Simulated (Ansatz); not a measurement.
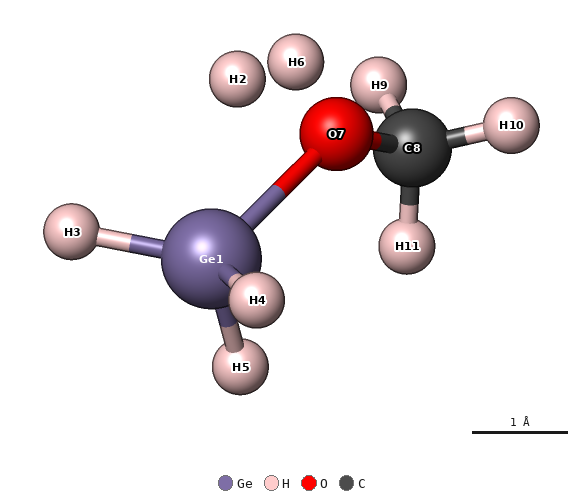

*The structure as given in the input (ball-and-stick view, seen at a tilt; atoms are numbered from 1 in the order of the input). Sticks mark near contacts.*

Bond lengths as drawn: C–H 1.09 Å, C–O 1.40 Å, Ge–H 1.50 to 1.52 Å and Ge–O 2.17 Å.

## Nudged elastic band, with input and output: CH$_{8}$GeO

- system: CH$_{8}$GeO
- method: RKS PBE-D4/def2-SVP (Ansatz 0.2.0)

One setting was made poor on purpose. It belongs to a series of runs on one base structure; here: band between the two ends.

### Input
```yaml
crystal:
  periodic: [false, false, false]
  atoms:
    - { symbol: Ge, position_ang: [-0.59, 0.8788, -1.1621] }
    - { symbol: H, position_ang: [1.4004, 0.7689, -1.2223] }
    - { symbol: H, position_ang: [-0.6269, 0.3029, -2.5487] }
    - { symbol: H, position_ang: [-0.4654, 2.3731, -1.0822] }
    - { symbol: H, position_ang: [-1.9012, 0.511, -0.495] }
    - { symbol: H, position_ang: [1.4373, 0.1947, -0.4304] }
    - { symbol: O, position_ang: [0.5034, -0.2671, 0.321] }
    - { symbol: C, position_ang: [0.1368, -1.0398, 1.4355] }
    - { symbol: H, position_ang: [0.43, -2.083, 1.2832] }
    - { symbol: H, position_ang: [0.6217, -0.65, 2.3352] }
    - { symbol: H, position_ang: [-0.9462, -0.9895, 1.5657] }
basis:
  gaussian: { orbitals: def2-SVP }
hamiltonian:
  xc: pbe
  dispersion: d4
neb:
  order_check: false
  images: 5
  f_tol: 0.05
  max_iterations: 60
  final_atoms:
    - { symbol: Ge, position_ang: [-0.59, 0.8788, -1.1621] }
    - { symbol: H, position_ang: [1.4004, 0.7689, -1.2223] }
    - { symbol: H, position_ang: [-0.6269, 0.3029, -2.5487] }
    - { symbol: H, position_ang: [-0.4654, 2.3731, -1.0822] }
    - { symbol: H, position_ang: [-1.9012, 0.511, -0.495] }
    - { symbol: H, position_ang: [1.4373, 0.1947, -0.4304] }
    - { symbol: O, position_ang: [0.5034, -0.2671, 0.321] }
    - { symbol: C, position_ang: [0.1368, -1.0398, 1.4355] }
    - { symbol: H, position_ang: [0.43, -2.083, 1.2832] }
    - { symbol: H, position_ang: [0.6217, -0.65, 2.3352] }
    - { symbol: H, position_ang: [-0.9462, -0.9895, 1.5657] }
  initial_path:
    images:
      - { positions_ang: [[-0.59, 0.8788, -1.1621], [1.4004, 0.7689, -1.2223], [-0.6269, 0.3029, -2.5487], [-0.4654, 2.3731, -1.0822], [-1.9012, 0.511, -0.495], [1.4373, 0.1947, -0.4304], [0.5034, -0.2671, 0.321], [0.1368, -1.0398, 1.4355], [0.43, -2.083, 1.2832], [0.6217, -0.65, 2.3352], [-0.9462, -0.9895, 1.5657]] }
      - { positions_ang: [[-0.59, 0.8788, -1.1621], [1.4004, 0.7689, -1.2223], [-0.6269, 0.3029, -2.5487], [-0.4654, 2.3731, -1.0822], [-1.9012, 0.511, -0.495], [1.4373, 0.1947, -0.4304], [0.5034, -0.2671, 0.321], [0.1368, -1.0398, 1.4355], [0.43, -2.083, 1.2832], [0.6217, -0.65, 2.3352], [-0.9462, -0.9895, 1.5657]] }
      - { positions_ang: [[-0.59, 0.8788, -1.1621], [1.4004, 0.7689, -1.2223], [-0.6269, 0.3029, -2.5487], [-0.4654, 2.3731, -1.0822], [-1.9012, 0.511, -0.495], [1.4373, 0.1947, -0.4304], [0.5034, -0.2671, 0.321], [0.1368, -1.0398, 1.4355], [0.43, -2.083, 1.2832], [0.6217, -0.65, 2.3352], [-0.9462, -0.9895, 1.5657]] }
      - { positions_ang: [[-0.59, 0.8788, -1.1621], [1.4004, 0.7689, -1.2223], [-0.6269, 0.3029, -2.5487], [-0.4654, 2.3731, -1.0822], [-1.9012, 0.511, -0.495], [1.4373, 0.1947, -0.4304], [0.5034, -0.2671, 0.321], [0.1368, -1.0398, 1.4355], [0.43, -2.083, 1.2832], [0.6217, -0.65, 2.3352], [-0.9462, -0.9895, 1.5657]] }
      - { positions_ang: [[-0.59, 0.8788, -1.1621], [1.4004, 0.7689, -1.2223], [-0.6269, 0.3029, -2.5487], [-0.4654, 2.3731, -1.0822], [-1.9012, 0.511, -0.495], [1.4373, 0.1947, -0.4304], [0.5034, -0.2671, 0.321], [0.1368, -1.0398, 1.4355], [0.43, -2.083, 1.2832], [0.6217, -0.65, 2.3352], [-0.9462, -0.9895, 1.5657]] }
      - { positions_ang: [[-0.59, 0.8788, -1.1621], [1.4004, 0.7689, -1.2223], [-0.6269, 0.3029, -2.5487], [-0.4654, 2.3731, -1.0822], [-1.9012, 0.511, -0.495], [1.4373, 0.1947, -0.4304], [0.5034, -0.2671, 0.321], [0.1368, -1.0398, 1.4355], [0.43, -2.083, 1.2832], [0.6217, -0.65, 2.3352], [-0.9462, -0.9895, 1.5657]] }
      - { positions_ang: [[-0.59, 0.8788, -1.1621], [1.4004, 0.7689, -1.2223], [-0.6269, 0.3029, -2.5487], [-0.4654, 2.3731, -1.0822], [-1.9012, 0.511, -0.495], [1.4373, 0.1947, -0.4304], [0.5034, -0.2671, 0.321], [0.1368, -1.0398, 1.4355], [0.43, -2.083, 1.2832], [0.6217, -0.65, 2.3352], [-0.9462, -0.9895, 1.5657]] }
```

Run as:
```bash
ansatz run input.yaml --threads 2 --pin off --max-ram 3072MiB --backend cpu --events-out ev --progress --plain --runs-dir out
```

### What the program printed
```
Error: invalid value for `neb.final_atoms`: is identical to crystal.atoms — the two endpoints must differ for a path to exist
```

### Outcome

```json
{"quantity": "outcome", "value": "refused by the program"}
{"quantity": "hardware", "value": "2 threads of Intel Xeon (Sapphire Rapids), 16 GiB of memory available, shared host"}
```

### What went wrong

The program refused the input: “invalid value for `neb.final_atoms`: is identical to crystal.atoms — the two endpoints must differ for a path to exist” A deliberately poor setting: ends not relaxed.
